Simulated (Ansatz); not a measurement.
## CdTe: response to strain

Take CdTe in the zinc blende structure (space group F-43m, No. 216; a = 6.558 Å) as the base.

Strains are applied to the cell and any free atomic positions relax.

Calculations: DFT with r2SCAN, PAW potentials and a 500 eV plane-wave cutoff in Ansatz (a first-principles code), no SOC.

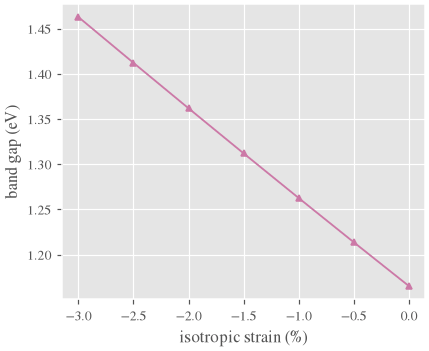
Figure. Band gap against isotropic strain

```csv
isotropic strain (%),band gap
-3,1.46 eV
-2.5,1.41 eV
-2,1.36 eV
-1.5,1.31 eV
-1,1.26 eV
-0.5,1.21 eV
```

Spin-orbit coupling, missing from the scalar runs, can matter with Te. Stability against distortions was not tested.
